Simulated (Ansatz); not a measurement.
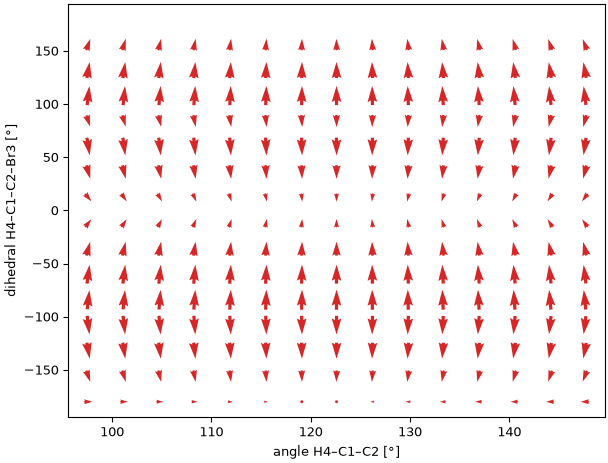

C2H3Br, SMILES C=CBr. 
- Coordinates scanned: (1) angle H4–C1–C2; (2) dihedral H4–C1–C2–Br3.
- Nothing is relaxed (all other coordinates rigid).
- The scan uses a 15 × 15 grid; 120 points were computed and 105 follow by symmetry.
- Points are written as (first, second).
- The dihedral twists a double bond; near 90° a spin-restricted reference is unreliable.
- The calculation used RHF/def2-TZVP (Ansatz).

In the figure: arrows along the force (downhill), their lengths compressed.

The arrows alone are given. Where are the wells?

Answer. The arrows converge at about (121°, −180°); about (123°, 0°) (7 kJ/mol up) (read from the interpolated surface).

The energy map of the same scan:

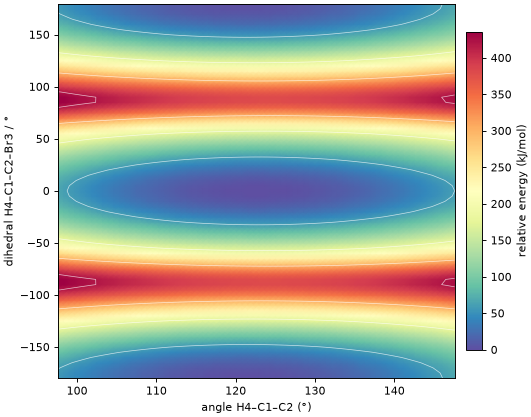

Energies are in kJ/mol, from the relaxed molecule at the same level; between grid points the surface is interpolated.
